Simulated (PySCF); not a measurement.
# ZrO2 (SMILES [O]=[Zr]=[O]): levels of theory compared

We compute a comparison of 6 runs (BLYP/def2-TZVP, M06-2X/def2-TZVP, M06-L/def2-TZVP, SVWN5/def2-TZVP, revPBE/def2-TZVP, CCSD(T)/def2-TZVP) of ZrO2. 

The results are computed with PySCF 2.14.0.

1 further run of the same task is left out (set aside as unsound or not needed).

## (1) The molecule

The species is ZrO2 (3 atoms), meant as a singlet with charge 0. SMILES: `[O]=[Zr]=[O]`. One bond was lengthened or shortened from a relaxed shape.

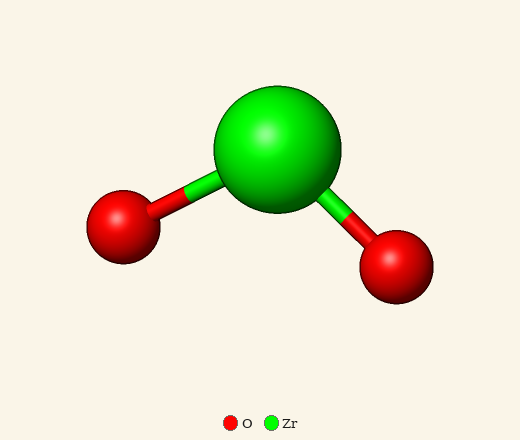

The structure, seen from a chosen angle (oxygen red, zirconium green).

## (2) The energy at BLYP/def2-TZVP (core potential) (run 1)

input.py reads:

```python
from pyscf import gto, dft

molecule = gto.M(
    atom='''
O      0.700404     1.512654     0.393891
Zr     0.348500    -0.481700     0.351800
O     -1.003000    -0.770800    -0.740100
''',
    charge=0,
    max_memory=1860,
    spin=0,
    ecp={'Zr': 'def2-svp'},
    verbose=4,
    basis='def2-tzvp',
)

mf = dft.RKS(molecule)
mf.xc = 'blyp'
mf.conv_tol = 1e-10
mf.grids.level = 5
mf.kernel()
if not mf.converged:
    mf = mf.newton().run(mf.mo_coeff, mf.mo_occ)

etot = mf.e_tot
print('Final energy', etot)
```

Launch:

```
$ OMP_NUM_THREADS=1 python input.py
```

Standard output:

```text
PySCF version 2.14.0

[INPUT] num. atoms = 3
[INPUT] num. electrons = 28
[INPUT] charge = 0
[INPUT] spin (= nelec alpha-beta = 2S) = 0
[INPUT] symmetry False subgroup None
[INPUT] Mole.unit = angstrom
[INPUT] Symbol           X                Y                Z      unit          X                Y                Z       unit  Magmom
[INPUT]  1 O      0.700404000000   1.512654000000   0.393891000000 AA    1.323571736550   2.858501781228   0.744346112931 Bohr   0.0
[INPUT]  2 Zr     0.348500000000  -0.481700000000   0.351800000000 AA    0.658569554411  -0.910281074203   0.664805650622 Bohr   0.0
[INPUT]  3 O     -1.003000000000  -0.770800000000  -0.740100000000 AA   -1.895395302939  -1.456600896815  -1.398586304791 Bohr   0.0

[... 72 lines left out ...]
converged SCF energy = -197.569205048616
Final energy -197.56920504861566
```

Wall time 13 s (1 thread of Arm Neoverse V2, shared host); peak memory 0.5 GiB.

## (3) The energy at M06-2X/def2-TZVP (core potential) (run 2)

input.py reads:

```python
from pyscf import gto, dft

mol = gto.M(
    atom='''
O      1.323572     2.858502     0.744346
Zr     0.658570    -0.910281     0.664806
O     -1.895395    -1.456601    -1.398586
''',
    max_memory=1860,
    verbose=3,
    ecp={'Zr': 'def2-svp'},
    unit='bohr',
    basis='def2-tzvp',
)

mf = dft.RKS(mol, xc='m06-2x')
mf.conv_tol = 1e-10
mf.grids.level = 5
mf.kernel()
if not mf.converged:
    mf = mf.newton().run(mf.mo_coeff, mf.mo_occ)

etot = mf.e_tot
print('E = %.10f Eh' % etot)
```

Launch:

```
$ OMP_NUM_THREADS=1 python input.py
```

Standard output:

```text
converged SCF energy = -197.408814873647
E = -197.4088148736 Eh
```

Run time: 29 s. Hardware: 1 thread of Arm Neoverse V2, shared host; peak memory 0.54 GiB.

Runs 3 to 5 aren't shown in full; the table further down has their settings and results.

## (4) A single-point energy at CCSD(T)/def2-TZVP (core potential) (run 6)

mol.xyz reads:

```xyz
3

O      0.700404     1.512654     0.393891
Zr     0.348500    -0.481700     0.351800
O     -1.003000    -0.770800    -0.740100
```

input.py reads:

```python
from pyscf import gto, cc

mol = gto.M(
    atom='mol.xyz',
    basis='def2-tzvp',
    ecp={'Zr': 'def2-svp'},
    max_memory=1860,
    charge=0,
    verbose=3,
)

hf = mol.RHF()
hf.conv_tol = 1e-10
hf.kernel()
if not hf.converged:
    hf = hf.newton().run(hf.mo_coeff, hf.mo_occ)

mycc = cc.CCSD(hf, frozen=2)
mycc.kernel()
e_t = mycc.ccsd_t()
e_final = mycc.e_tot + e_t
print(f'total energy: {e_final:.8f} hartree')
```

Launch:

```
$ OMP_NUM_THREADS=1 python input.py
```

Standard output:

```text
converged SCF energy = -196.27957198689
E(CCSD) = -197.0658145445765  E_corr = -0.786242557686192
CCSD(T) correction = -0.0524198880942891
total energy: -197.11823443 hartree
```

Wall time 1.8 min (1 thread of Arm Neoverse V2, shared host); peak memory 0.77 GiB.

## (5) All runs side by side

```csv
run,level,integration grid,frozen core orbitals,energy (Eh),dipole moment (D) of the reference,HOMO energy (eV),LUMO energy (eV),wall time
1,BLYP/def2-TZVP (core potential),5,–,-197.569205,7.82,-5.00,-4.04,13 s
2,M06-2X/def2-TZVP (core potential),5,–,-197.408815,9.12,-7.94,-2.95,29 s
3,M06-L/def2-TZVP (core potential),5,–,-197.573458,8.53,-5.03,-2.95,32 s
4,SVWN5/def2-TZVP (core potential),5,–,-196.432087,7.84,-5.32,-4.17,8.1 s
5,revPBE/def2-TZVP (core potential),5,–,-197.599997,7.86,-4.97,-3.83,11 s
6,CCSD(T)/def2-TZVP (core potential),–,2,-197.118234,10.62,-9.57,-1.58,1.8 min
```

## (6) What came out

```
                                          quantity          value
                               run 6: total energy  -197.11823 Eh
       run 6: dipole moment (Hartree–Fock density)        10.62 D
        run 6: HOMO energy (Hartree–Fock orbitals)       -9.57 eV
        run 6: LUMO energy (Hartree–Fock orbitals)       -1.58 eV
      run 6: HOMO–LUMO gap (Hartree–Fock orbitals)        7.99 eV
run 6: correlation energy (2 core orbitals frozen)     -838.7 mEh
                             run 6: (T) correction     -52.42 mEh
                              run 6: T1 diagnostic          0.036
```

**Reading.** Over runs 1, 2, 3, 4, 5 the dipole moment (its size) runs from 7.82 D (BLYP/def2-TZVP) to 9.12 D (M06-2X/def2-TZVP). Over runs 1, 2, 3, 4, 5 the HOMO–LUMO gap runs from 0.97 eV (BLYP/def2-TZVP) to 4.99 eV (M06-2X/def2-TZVP). Totals of different functionals can't be ranked against each other. In run 6 the T1 diagnostic is large, so a single reference may not serve. All runs together took 3.3 min, the longest 1.8 min.
